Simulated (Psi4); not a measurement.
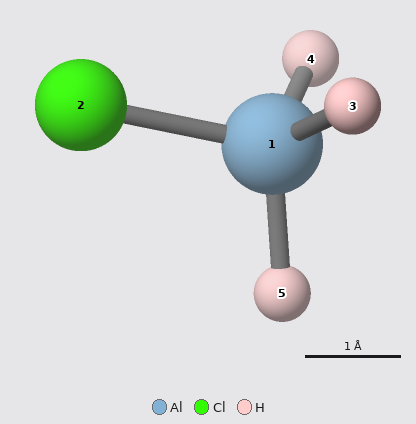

Fig. 1: The structure as given in the input (ball-and-stick view, seen at a tilt; atoms are numbered from 1 in the order of the input). Sticks mark near contacts. Bond lengths as drawn: Al–Cl 2.10 Å and Al–H 1.61 Å.

Field calculation of AlH$_{3}$Cl (charge −1)

- system: AlH$_{3}$Cl, charge −1, SMILES [AlH3-][Cl]
- method: MP2/aug-cc-pVTZ, RHF, sfX2C, in an applied electric field (Psi4 1.11)

The geometry comes from this level: GFN2-xTB.

### Input (job.inp)
```
memory 1600 MB

molecule m {
  -1 1
  Al     0.109160    -0.000440    -0.082500
  Cl    -1.562720    -0.002110     1.184250
  H      0.226090     1.478490    -0.704190
  H     -0.160190    -1.106410    -1.218300
  H      1.387660    -0.369540     0.820730
  symmetry c1
  no_reorient
  no_com
}

set basis aug-cc-pVTZ
set scf_type df
set freeze_core true
set mp2_type df
set perturb_h true
set perturb_with dipole
set perturb_dipole [-0.005, 0.0, 0.0]
set relativistic x2c

e, wfn = energy("mp2", return_wfn=True)
print_variables()
```

Run as:
```bash
psi4 job.inp job.out -n 1
```

### The program's output
```
Psi4 1.11 release

Relativistic analytic gradients are not implemented yet, re-routing to finite differences.

   => Loading Basis Set <=

    Name: AUG-CC-PVTZ
    Role: ORBITAL
    Keyword: BASIS

         ---------------------------------------------------------
                                   SCF
                              RHF Reference
                        1 Threads,   1525 MiB Core
         ---------------------------------------------------------

  ==> Geometry <==

    Molecular point group: c1
    Full point group: C1

    Geometry (in Angstrom), charge = -1, multiplicity = 1:

       Center              X                  Y                   Z               Mass
    ------------   -----------------  -----------------  -----------------  -----------------
         AL           0.109160000000    -0.000440000000    -0.082500000000    26.981538530000
         CL          -1.562720000000    -0.002110000000     1.184250000000    34.968852682000
         H            0.226090000000     1.478490000000    -0.704190000000     1.007825032230
         H           -0.160190000000    -1.106410000000    -1.218300000000     1.007825032230
         H            1.387660000000    -0.369540000000     0.820730000000     1.007825032230

  Running in c1 symmetry.

  Rotational constants: A =      2.35792  B =      0.12073  C =      0.12072 [cm^-1]
  Rotational constants: A =  70688.72917  B =   3619.29272  C =   3619.18666 [MHz]
  Nuclear repulsion =   78.420561857537820

  Charge       = -1
  Multiplicity = 1
  Electrons    = 34
  Nalpha       = 17
  Nbeta        = 17

  ==> Algorithm <==

  SCF Algorithm Type is DF.
  DIIS enabled.
  MOM disabled.
  Fractional occupation disabled.
  Guess Type is SAD.
  Energy threshold   = 1.00e-08
  Density threshold  = 1.00e-08
  Integral threshold = 1.00e-12

  ==> Primary Basis <==

  Basis Set: AUG-CC-PVTZ
    Blend: AUG-CC-PVTZ
    Number of shells: 59
    Number of basis functions: 169
    Number of Cartesian functions: 193
    Spherical Harmonics?: true
    Max angular momentum: 3

   => Loading Basis Set <=

    Name: (AUG-CC-PVTZ AUX)
    Role: JKFIT
    Keyword: DF_BASIS_SCF

   => Loading Basis Set <=

    Name: (AUG-CC-PVTZ AUX)
    Role: DECON
    Keyword: BASIS_RELATIVISTIC

  ==> Integral Setup <==

  DFHelper Memory: AOs need 0.099 GiB; user supplied 1.118 GiB.
  SCF_SUBTYPE=INCORE selected. In-core MEM_DF algorithm will be used.
  Using in-core AOs.

  ==> MemDFJK: Density-Fitted J/K Matrices <==

    J tasked:                   Yes
    K tasked:                   Yes
    wK tasked:                   No
    Memory [MiB]:              1144
    Algorithm:                 Core
    Schwarz Cutoff:           1E-12
    Mask sparsity (%):       0.0000
    Fitting Condition:        1E-10

   => Auxiliary Basis Set <=

  Basis Set: (AUG-CC-PVTZ AUX)
    Blend: AUG-CC-PVTZ-JKFIT
    Number of shells: 126
    Number of basis functions: 430
    Number of Cartesian functions: 525
    Spherical Harmonics?: true
    Max angular momentum: 4

 OEINTS: Using relativistic (X2C) overlap, kinetic, and potential integrals.
  Perturbing V by -0.005000 mu(x).

  perturb_with = DIPOLE         ------------------------------------------------------------
         Spin-Free X2C Integrals at the One-Electron Level (SFX2C-1e)
         ------------------------------------------------------------

  ==> X2C Options <==

    Computational Basis: AUG-CC-PVTZ
    X2C Basis: (AUG-CC-PVTZ AUX)
    The X2C Hamiltonian will be computed in the X2C Basis

    Perturbing V by -0.005000 mu(x).

    Comparing only 169 out of 225 elements of H_Dirac

    The 1-norm of |H_X2C - H_Dirac| is: 71.639425430609

    WARNING: The X2C and Dirac Hamiltonians have substatially different eigenvalues!
             This is probably caused by the recontraction of the basis set.

  Minimum eigenvalue in the overlap matrix is 1.8588004395E-04.
  Reciprocal condition number of the overlap matrix is 2.1421071757E-05.
    Using symmetric orthogonalization.

  ==> Pre-Iterations <==

  SCF Guess: Superposition of Atomic Densities via on-the-fly atomic UHF (no occupation information).

   -------------------------
    Irrep   Nso     Nmo
   -------------------------
     A        169     169
   -------------------------
    Total     169     169
   -------------------------

  ==> Iterations <==

                           Total Energy        Delta E     RMS |[F,P]|

   @DF-RHF iter SAD:  -704.22678716244729   -7.04227e+02   0.00000e+00
   @DF-RHF iter   1:  -704.89036946395026   -6.63582e-01   1.42743e-03 DIIS/ADIIS
   @DF-RHF iter   2:  -704.92480781157633   -3.44383e-02   5.13005e-04 DIIS/ADIIS
   @DF-RHF iter   3:  -704.92803203506469   -3.22422e-03   7.70758e-05 DIIS
   @DF-RHF iter   4:  -704.92831820152901   -2.86166e-04   1.75702e-05 DIIS
   @DF-RHF iter   5:  -704.92833484751736   -1.66460e-05   3.92233e-06 DIIS
   @DF-RHF iter   6:  -704.92833546444524   -6.16928e-07   1.03551e-06 DIIS
   @DF-RHF iter   7:  -704.92833551377009   -4.93249e-08   2.01914e-07 DIIS
   @DF-RHF iter   8:  -704.92833551588490   -2.11480e-09   4.79023e-08 DIIS
   @DF-RHF iter   9:  -704.92833551598221   -9.73159e-11   1.41598e-08 DIIS
   @DF-RHF iter  10:  -704.92833551598801   -5.79803e-12   1.95371e-09 DIIS
  Energy and wave function converged.

  ==> Post-Iterations <==

    Orbital Energies [Eh]
    ---------------------

    Doubly Occupied:

       1A   -105.014418     2A    -58.379336     3A    -10.417401
       4A     -7.830643     5A     -7.829878     6A     -7.829878
       7A     -4.680533     8A     -2.980109     9A     -2.978221
      10A     -2.978115    11A     -0.891650    12A     -0.393628
      13A     -0.291335    14A     -0.290908    15A     -0.283004
      16A     -0.205900    17A     -0.201779

    Virtual:

      18A      0.103285    19A      0.116829    20A      0.123656
      21A      0.167212    22A      0.183691    23A      0.195080
      24A      0.212132    25A      0.222753    26A      0.231146
      27A      0.238974    28A      0.248819    29A      0.251187
      30A      0.252863    31A      0.264689    32A      0.265386
      33A      0.354266    34A      0.372177    35A      0.382541
      36A      0.385881    37A      0.391929    38A      0.419707
      39A      0.429742    40A      0.457971    41A      0.460675
      42A      0.468745    43A      0.489937    44A      0.491706
      45A      0.498389    46A      0.502077    47A      0.550076
      48A      0.555170    49A      0.555613    50A      0.589204
      51A      0.589958    52A      0.600432    53A      0.603039
      54A      0.610537    55A      0.621683    56A      0.630238
      57A      0.631493    58A      0.635287    59A      0.662707
      60A      0.675063    61A      0.675146    62A      0.739224
      63A      0.739277    64A      0.812223    65A      0.846376
      66A      0.850146    67A      0.857829    68A      0.948678
      69A      0.986319    70A      0.987279    71A      1.011814
      72A      1.012836    73A      1.078291    74A      1.079399
      75A      1.087927    76A      1.096219    77A      1.102770
      78A      1.126529    79A      1.126589    80A      1.197147
      81A      1.197649    82A      1.201924    83A      1.202327
      84A      1.224003    85A      1.231513    86A      1.233636
      87A      1.264668    88A      1.280746    89A      1.281494
      90A      1.287860    91A      1.291983    92A      1.293845
      93A      1.356250    94A      1.366774    95A      1.368129
      96A      1.410825    97A      1.411238    98A      1.424747
      99A      1.433849   100A      1.458543   101A      1.462089
     102A      1.465272   103A      1.490160   104A      1.527771
     105A      1.602446   106A      1.637581   107A      1.642989
     108A      1.645004   109A      1.690095   110A      1.690943
     111A      1.910230   112A      1.910907   113A      1.949026
     114A      1.951986   115A      1.995073   116A      2.007965
     117A      2.027810   118A      2.030514   119A      2.031989
     120A      2.162541   121A      2.254884   122A      2.259151
     123A      2.779241   124A      2.779338   125A      2.871506
     126A      2.871601   127A      2.940509   128A      3.028816
     129A      3.028948   130A      3.106943   131A      3.107726
     132A      3.182001   133A      3.300518   134A      3.316725
     135A      3.320523   136A      3.386369   137A      3.386481
     138A      3.437994   139A      3.485501   140A      3.485965
     141A      3.619466   142A      3.622425   143A      3.772488
     144A      4.232137   145A      4.232604   146A      4.243268
     147A      4.250524   148A      4.264218   149A      4.265800
     150A      4.277029   151A      4.313809   152A      4.317500
     153A      4.360558   154A      4.388757   155A      4.393548
     156A      4.444504   157A      4.582110   158A      4.583423
     159A      4.632943   160A      4.669384   161A      4.713935
     162A      4.714981   163A      4.789509   164A      4.790711
     165A      4.802556   166A      5.192062   167A      5.195959
     168A      5.754110   169A      6.602946

    Final Occupation by Irrep:
              A
    DOCC [    17 ]
    NA   [    17 ]
    NB   [    17 ]

  @DF-RHF Final Energy:  -704.92833551598801

   => Energetics <=

    Nuclear Repulsion Energy =             78.4205618575378196
    One-Electron Energy =               -1139.7443201746207251
    Two-Electron Energy =                 356.3954228010947531
    Total Energy =                       -704.9283355159880102

Computation Completed

Properties will be evaluated at   0.000000,   0.000000,   0.000000 [a0]

Properties computed using the SCF density matrix

 Multipole Moments:

 ------------------------------------------------------------------------------------
     Multipole            Electronic (a.u.)      Nuclear  (a.u.)        Total (a.u.)
 ------------------------------------------------------------------------------------

 L = 1.  Multiply by 2.5417464519 to convert [e a0] to [Debye]
 Dipole X            :         45.5624013          -44.7744149            0.7879864
 Dipole Y            :          0.0730329           -0.0737938           -0.0007609
 Dipole Z            :        -34.3323987           33.9356829           -0.3967159
 Magnitude           :                                                    0.8822169

 ------------------------------------------------------------------------------------

	total time  =          3 seconds =       0.05 minutes

  //>>>>>>>>>>>>>>>>>>>>>>>>>>>>>>>>>>>//
  //               DFMP2               //
  //<<<<<<<<<<<<<<<<<<<<<<<<<<<<<<<<<<<//

   => Loading Basis Set <=

    Name: (AUG-CC-PVTZ AUX)
    Role: RIFIT
    Keyword: DF_BASIS_MP2

	 --------------------------------------------------------
	                          DF-MP2
	      2nd-Order Density-Fitted Moller-Plesset Theory
	              RMP2 Wavefunction,   1 Threads

	 --------------------------------------------------------

   => Auxiliary Basis Set <=

  Basis Set: (AUG-CC-PVTZ AUX)
    Blend: AUG-CC-PVTZ-RI
    Number of shells: 116
    Number of basis functions: 432
    Number of Cartesian functions: 547
    Spherical Harmonics?: true
    Max angular momentum: 4

	 --------------------------------------------------------
	                 NBF =   169, NAUX =   432
	 --------------------------------------------------------
	   CLASS    FOCC     OCC    AOCC    AVIR     VIR    FVIR
	   PAIRS      10      17       7     152     152       0
	 --------------------------------------------------------

	-----------------------------------------------------------
	 ==================> DF-MP2 Energies <====================
	-----------------------------------------------------------
	 Reference Energy          =    -704.9283355159880102 [Eh]
	 Singles Energy            =      -0.0000000000000000 [Eh]
	 Same-Spin Energy          =      -0.0615193090412924 [Eh]
	 Opposite-Spin Energy      =      -0.2509751778011552 [Eh]
	 Correlation Energy        =      -0.3124944868424477 [Eh]
	 Total Energy              =    -705.2408300028304211 [Eh]
	-----------------------------------------------------------
	 ================> DF-SCS-MP2 Energies <==================
	-----------------------------------------------------------
	 SCS Same-Spin Scale       =       0.3333333333333333 [-]
	 SCS Opposite-Spin Scale   =       1.2000000000000000 [-]
	 SCS Same-Spin Energy      =      -0.0205064363470975 [Eh]
	 SCS Opposite-Spin Energy  =      -0.3011702133613863 [Eh]
	 SCS Correlation Energy    =      -0.3216766497084838 [Eh]
	 SCS Total Energy          =    -705.2500121656964893 [Eh]
	-----------------------------------------------------------

	total time  =          0 seconds =       0.00 minutes

  Variable Map:
  ----------------------------------------------------------------------------
  "CURRENT CORRELATION ENERGY"           =>      -0.312494486842
  "CURRENT ENERGY"                       =>    -705.240830002830
  "CURRENT REFERENCE ENERGY"             =>    -704.928335515988
  "CUSTOM SCS-MP2 CORRELATION ENERGY"    =>      -0.321676649708
  "CUSTOM SCS-MP2 TOTAL ENERGY"          =>    -705.250012165696
  "DD SOLVATION ENERGY"                  =>       0.000000000000
  "HF KINETIC ENERGY"                    =>     697.745000403073
  "HF POTENTIAL ENERGY"                  =>   -1402.673335919061
  "HF TOTAL ENERGY"                      =>    -704.928335515988
  "HF VIRIAL RATIO"                      =>       2.010295072138
  "MP2 CORRELATION ENERGY"               =>      -0.312494486842
  "MP2 DOUBLES ENERGY"                   =>      -0.312494486842
  "MP2 OPPOSITE-SPIN CORRELATION ENERGY" =>      -0.250975177801
  "MP2 SAME-SPIN CORRELATION ENERGY"     =>      -0.061519309041
  "MP2 SINGLES ENERGY"                   =>      -0.000000000000
  "MP2 TOTAL ENERGY"                     =>    -705.240830002830
  "NUCLEAR REPULSION ENERGY"             =>      78.420561857538
  "ONE-ELECTRON ENERGY"                  =>   -1139.744320174621
  "PCM POLARIZATION ENERGY"              =>       0.000000000000
  "PE ENERGY"                            =>       0.000000000000
  "SCF ITERATION ENERGY"                 =>    -704.928335515988
  "SCF ITERATIONS"                       =>      10.000000000000
  "SCF TOTAL ENERGY"                     =>    -704.928335515988
  "SCS-MP2 CORRELATION ENERGY"           =>      -0.321676649708
  "SCS-MP2 TOTAL ENERGY"                 =>    -705.250012165696
  "TWO-ELECTRON ENERGY"                  =>     356.395422801095

  Array Variable Map:
  ----------------------------------------------------------------------------
  "CURRENT DIPOLE"                       =>       0.787986418349 ... -0.396715867764 1 by 3
  "SCF DIPOLE"                           =>       0.787986418349 ... -0.396715867764 1 by 3
  "SCF TOTAL ENERGIES"                   =>    -704.226787162447 ... -704.928335515988 1 by 11

    Psi4 run time: 0:00:02.85
```

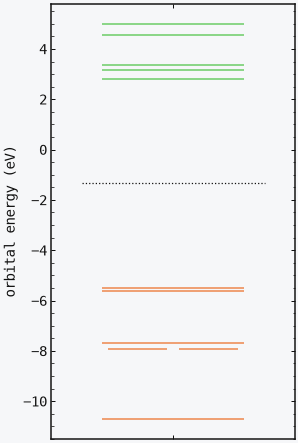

Fig. 2: Orbital energies near the frontier (SCF reference); the dotted line parts filled from empty levels, and levels within 0.02 eV of each other stand side by side. Highest filled −5.49 eV, lowest empty 2.81 eV, 8.30 eV apart.

### Key numbers

| quantity | value |
| --- | --- |
| outcome | converged |
| total energy | −705.240830 hartree |
| SCF energy | −704.928336 hartree |
| MP2 energy | −705.240830 hartree |
| correlation energy | −0.312494 hartree |
| basis functions | 169 |
| HOMO of the SCF reference | −5.49 eV |
| LUMO of the SCF reference | 2.81 eV |
| hardware | 1 thread of AMD EPYC (Zen 5), 176 GiB of memory available, shared host |
| wall time | 3.9 s |
| peak memory | 0.38 GiB |
